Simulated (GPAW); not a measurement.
# Quasiparticle gap of KTlO2 (R-3m) in GPAW, part 2 of 2

Aim: the G0W0 gap of KTlO2 (R-3m) on LDA, step by step.

GPAW 26.7.0; LDA and many-body steps on it, plane waves. Known limits of the many-body steps: not at the basis limit; no spin-orbit coupling.

So far. Step 3 (Bands along the symmetry lines): The gap is 0.895 eV, as in the run before at this level. Step 4 (Empty states on the mesh, 4×4×4 mesh, 85 bands): On this mesh the gap is 0.895 eV.

## 5. Screening and self-energy, 4×4×4 mesh, 75 bands, screening to 65 eV

Now the one-shot GW correction: screening in the RPA, then the self-energy of the levels asked for.

This step: G0W0 on LDA, plane waves, PAW.

The input, run.py:

```python
import json
import numpy as np
from gpaw.mpi import world
from gpaw.response.g0w0 import G0W0

gw = G0W0('full.gpw',
    filename='gw',
    kpts=[0, 12],
    bands=(15, 19),
    ecut=65,
    nbands=75,
    integrate_gamma='WS',
    ppa=True)
gw.calculate()
res = {mode: {k: v for k, v in r.items() if k != 'sigma_eskwn'}
       for mode, r in gw.all_results.items()}

if world.rank == 0:
    with open('result.json', 'w') as f:
        json.dump(res, f, default=lambda x: x.tolist())
```

On the command line:

```console
$ mpirun -n 4 gpaw python run.py
```

Numbers of over 12 decimals in the logs are rounded to 6 here.

The log of the run:

```text
Using integrator: PointIntegrator
FrequencyGridDescriptor(from 0.000+0.000j to 0.000+27.211j eV, 2 points)
Nonperiodic BCs:  [False False False]
Using integrator: PointIntegrator
FrequencyGridDescriptor(from 0.000+0.000j to 0.000+27.211j eV, 2 points)
Nonperiodic BCs:  [False False False]
  ___  _ _ _
 |   || | | |
 | | || | | |
 |__ ||_____|
 |___|

BZ k-points: Symmetries present (total): 12

  [... matrices ...]
64 k-points: 4 x 4 x 4 Monkhorst-Pack grid + [1/8,1/8,1/8]
13 k-points in the irreducible part of the Brillouin zone
       k-points in crystal coordinates                weights
   0:     0.00000000    0.00000000    0.00000000          1/64
   1:     0.25000000    0.00000000   -0.25000000          6/64
   2:     0.25000000    0.00000000    0.00000000          6/64
   3:     0.25000000    0.25000000   -0.25000000          6/64
   4:     0.25000000    0.25000000    0.00000000          6/64
   5:     0.25000000    0.25000000    0.25000000          2/64
   6:     0.50000000    0.00000000    0.00000000          3/64
   7:     0.50000000    0.25000000   -0.25000000          6/64
   8:     0.50000000    0.25000000    0.00000000         12/64
   9:     0.50000000    0.25000000    0.25000000          6/64
          ...
  12:     0.50000000    0.50000000    0.50000000          1/64

Distributing spins, k-points and bands (1 x 2 x 4) over 4 processes
Number of blocks: 1

Quasi particle states:
k-points (IBZ indices): [0, 12]
Band range: (15, 19)
  [... matrices ...]
Computational parameters:
Plane wave cut-off: 65 eV
Number of bands: 75
Coulomb cutoff: None
Broadening: 0.1 eV

fxc modes: GW
Kernel: RPA
Using Godby-Needs plasmon-pole approximation:
  Fitting energy: i*E0, E0 = 1.000 Hartree
Summing all q:

Calculating screened Coulomb potential
No Coulomb truncation
FrequencyGridDescriptor(from 0.000+0.000j to 0.000+27.211j eV, 2 points)
Removing empty qpoint cache files...

Calculating chi0 body with:
    Ground state adapter containing:
    Number of spins: 1
    Number of kpoints: 64
    Number of irreducible kpoints: 13
    Number of completely occupied states: 17
    Number of partially occupied states: 17
    Occupied states memory: 16.6015625 M / cpu

    Linear response parametrization:
    q_c: [0.0, 0.0, 0.0]
    Number of frequency points: 2
    Planewave cutoff: 65.0
    Number of bands: 75
    Number of planewaves: 69
    Broadening (eta): 1e-06
    comm.size: 4
    kncomm.size: 4
    blockcomm.size: 1

    Memory estimate of potentially large arrays:
        chi0_wGG: 0.145294 M / cpu
Integrating chi0 body.

Symmetries of q_c:
    Direct symmetries (Uq -> q): 12
    Indirect symmetries (TUq -> q): 0
In total 12 allowed symmetries.

  [... matrices ...]
13 groups of equivalent kpoints. 79.6875% reduction.

Integral kind: response function
Integrating chi0 head and wings.

Symmetries of q_c:
    Direct symmetries (Uq -> q): 12
    Indirect symmetries (TUq -> q): 0
In total 12 allowed symmetries.

  [... matrices ...]
13 groups of equivalent kpoints. 79.6875% reduction.

Integral kind: response function wings

Calculating chi0 body with:
    Ground state adapter containing:
    Number of spins: 1
    Number of kpoints: 64
    Number of irreducible kpoints: 13
    Number of completely occupied states: 17
    Number of partially occupied states: 17
    Occupied states memory: 16.6015625 M / cpu

    Linear response parametrization:
[... the further q-points ...]

Results:
f:      Occupation numbers
eps:     KS-eigenvalues [eV]
vxc:     KS vxc [eV]
exx:     Exact exchange [eV]
sigma:   Self-energies [eV]
dsigma:  Self-energy derivatives
Z:       Renormalization factors
qp:      QP-energies [eV]

k-point 0 (0): (0.000, 0.000, 0.000)                GW
band       f     eps     vxc     exx   sigma  dsigma       Z      qp
                                                                   GW
  15   1.000   4.307 -21.945 -26.340   4.531  -0.311   0.763   4.410
  16   1.000   4.307 -21.945 -26.340   4.531  -0.311   0.763   4.410
  17   0.000   5.321 -16.928 -14.164  -1.490  -0.233   0.811   6.354
  18   0.000   9.584 -12.835  -7.936  -3.584  -0.200   0.833  10.680

k-point 1 (12): (0.500, 0.500, 0.500)                GW
band       f     eps     vxc     exx   sigma  dsigma       Z      qp
                                                                   GW
  15   1.000   4.427 -22.238 -26.624   4.539  -0.311   0.763   4.544
  16   1.000   4.427 -22.238 -26.624   4.539  -0.311   0.763   4.544
  17   0.000   6.382 -19.802 -16.977  -1.157  -0.257   0.795   7.709
  18   0.000   8.752 -13.640  -9.129  -3.209  -0.201   0.832   9.835
```

It took 77 s on 4 MPI ranks of AMD EPYC 9R14 (Zen 4), shared host; peak memory 2.6 GiB.

This step gave:

* G0W0 gap on the points computed: 1.810 eV
* least direct G0W0 gap on the computed points: 1.944 eV
* Z at the valence top: 0.7628
* Z at the conduction bottom: 0.8107
* starting gap on the mesh: 0.8945 eV
* k of the valence top: 0.5, 0.5, 0.5
* k of the conduction bottom: 0, 0, 0

The gap on the mesh goes from 0.89 eV to 1.81 eV, a correction of +0.92 eV.

Limits: finite bands, cutoff and mesh; no spin-orbit coupling. v1 is the top filled band, c1 the lowest empty one. The levels before and after the correction (eV, zero at the valence-band top of each column):

```csv
,conduction bottom,valence top
Kohn-Sham,0.89,0.00
G0W0,1.81,0.00
```

```csv
,level,energy (eV)
Kohn-Sham,Γ v2-v1,-0.120
Kohn-Sham,Γ c1,0.895
Kohn-Sham,Γ c2,5.157
Kohn-Sham,(0.5 0.5 0.5) v2-v1,0.000
Kohn-Sham,(0.5 0.5 0.5) c1,1.956
Kohn-Sham,(0.5 0.5 0.5) c2,4.325
G0W0,Γ v2-v1,-0.134
G0W0,Γ c1,1.810
G0W0,Γ c2,6.136
G0W0,(0.5 0.5 0.5) v2-v1,0.000
G0W0,(0.5 0.5 0.5) c1,3.165
G0W0,(0.5 0.5 0.5) c2,5.291
```

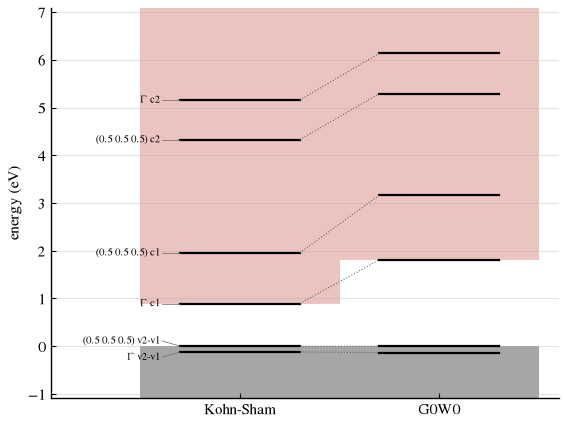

Levels before and after the correction. Shaded: valence and conduction bands.

## 6. Where the time went

Times are wall times on 4 MPI ranks of AMD EPYC 9R14 (Zen 4), shared host, good to a factor of about two.

```csv
step,time,share,memory (GiB)
ground state,31 s,18 %,1.1
bands along the symmetry lines,31 s,19 %,1.2
empty states on the mesh,27 s,16 %,1.2
screening and self-energy,77 s,46 %,2.6
```

## 7. Summary of results

| Quantity | Value |
| --- | --- |
| LDA gap | 0.89 eV, indirect |
| G0W0 gap on the mesh | 1.81 eV |
| GW settings | 4×4×4 mesh, 75 bands, screening to 65 eV, Godby-Needs plasmon pole |
| known limits | not at the basis limit; no spin-orbit coupling |

What this shows: G0W0 moves the gap on the mesh from 0.89 eV to 1.81 eV (+0.92 eV), with Z of 0.76 and 0.81 at the edges. Only 2 of the mesh's irreducible points were corrected, so a valley elsewhere could overtake. The dearest step here is «screening and self-energy». Bands and cutoff are finite, so the gap is not at the basis limit. The miss can reach some tenths of an eV and take either sign; the mesh is an error of its own. These stock PAW sets were not made for GW. In the G0W0 run levels were corrected at 2 k points alone, so a gap called «on the mesh» is the least over those, and an edge elsewhere would be missed. Where an edge is built on 6p states of lead, bismuth or thallium, scalar-relativistic gaps usually stand too wide, by a few tenths to over one eV. The many-body steps are scalar-relativistic: spin-orbit coupling is not in them.

[Paths, hosts, dates, memory and timing lines, banners, echoed tables and standing remarks are left out of the program output.]

[Logs are printed without paths, hosts, clocks, repeated set-up lines and the standing remarks that a program may print on its own settings, such as how far it seeks lower states.]

[Runs of the session that timed out or met a known fault of the program may be left out.]

[Hosts, paths, dates, database ids (printed as entryN), source tags and the programs' standing remarks are cut or masked in the printed files.]
